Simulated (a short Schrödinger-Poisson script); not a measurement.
System: MOS inversion layer, SiO2 on p-type Si(110), at 300 K.

```csv
layer,material,thickness (nm),Na (cm⁻³)
1,SiO2,3.5,-
2,Si,650,1.1e17
```

The device is made up for the run: typed textbook-type constants, with dimensions and the other settings drawn at random. SiO2: permittivity 3.9, conduction-band edge (eV) 3.15, gap (eV) 9, electron mass (mₑ) 0.5. Si: permittivity 11.7, conduction-band edge (eV) 0, gap (eV) 1.124, Nv at 300 K (cm⁻³) 3.1e19.

Channel valleys (confinement mass, in-plane density-of-states mass, number): Δ4 0.315, 0.324, 4; Δ2 0.19, 0.417, 2. At the gate the conduction-band edge of layer 1 lies 3.5 eV − eVg above the Fermi level of the channel; the field vanishes at the back. Gaps are held at their typed values at every temperature. Mesh 0.03 nm at interfaces.

Solved with a short Schrödinger-Poisson script written for these runs: 1D Poisson equation in equilibrium, electrons quantum, Hartree (BenDaniel-Duke, 12 states a valley, the channel's in-plane mass for all, wave functions free to enter the dielectric), parabolic valleys, classical holes, full ionisation, no traps, pinning or gate leakage.

Only gate voltages with over 1e8 electrons/cm² are shown.

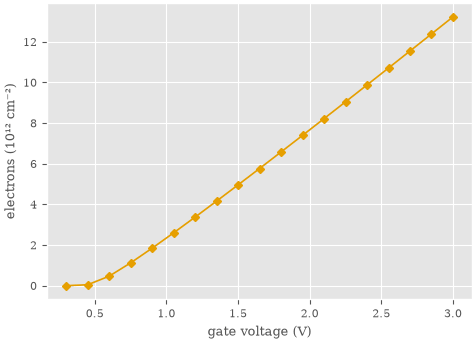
Figure. Sheet density against gate voltage

```
Vg (V)  electrons (cm⁻²)  C (μF/cm²)  Δ4 E0 (meV)  Δ4 E1 (meV)  Δ2 E0 (meV)  Δ2 E1 (meV)
------  ----------------  ----------  -----------  -----------  -----------  -----------
0.3               3.83e8       0.102        284.4        337.0        295.0        356.9
0.45             4.49e10       0.260        160.5        216.6        171.7        237.7
0.6              4.66e11       0.648         99.0        159.6        111.3        181.6
0.75             1.12e12       0.753         75.2        140.7         88.8        163.3
0.9              1.84e12       0.795         61.3        131.3         76.0        154.4
1.05             2.60e12       0.820         51.4        125.7         67.3        149.1
1.2              3.37e12       0.836         43.7        121.9         60.6        145.6
1.35             4.16e12       0.848         37.4        119.3         55.2        143.2
1.5              4.96e12       0.857         32.0        117.3         50.7        141.4
1.65             5.77e12       0.865         27.3        115.9         46.8        140.1
1.8              6.58e12       0.871         23.1        114.8         43.4        139.1
1.95             7.40e12       0.876         19.3        114.0         40.3        138.3
2.1              8.22e12       0.881         15.8        113.3         37.5        137.7
2.25             9.05e12       0.885         12.5        112.9         35.0        137.3
2.4              9.88e12       0.889          9.5        112.5         32.6        137.0
2.55             1.07e13       0.892          6.6        112.2         30.3        136.7
2.7              1.15e13       0.895          3.9        112.1         28.2        136.5
2.85             1.24e13       0.897          1.3        112.0         26.3        136.4
3                1.32e13       0.899         -1.1        111.9         24.4        136.4
```

Subbands count from the Fermi level.
